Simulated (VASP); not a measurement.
Energy against volume of GaP (zinc blende). Computed with PBE GGA with D3 dispersion (zero damping), VASP's PBE PAW potentials (set 64) (plane waves; VASP).

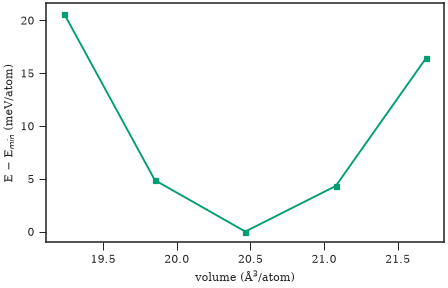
Fig. 1. Energy against volume

**Question.** Estimate the equilibrium volume and the bulk modulus.

**Answer.** The minimum lies near 20.5 Å³/atom, and the curvature gives B0 of about 80 GPa.

Measured: bulk modulus 89.6 GPa at 0 K (computed value off by -11.0 %), as given by Daniel Mejia-Rodriguez et al., Physical Review B (2018), arXiv:1807.09216 [0 K value with the zero-point phonon effect removed]; a 5.439 Å at 0 K (computed value off by +0.6 %), as given by Daniel Mejia-Rodriguez et al., Physical Review B (2018), arXiv:1807.09216 [static lattice: zero-point anharmonic expansion removed].

The compound is GaP in the zinc blende structure. It was relaxed first.
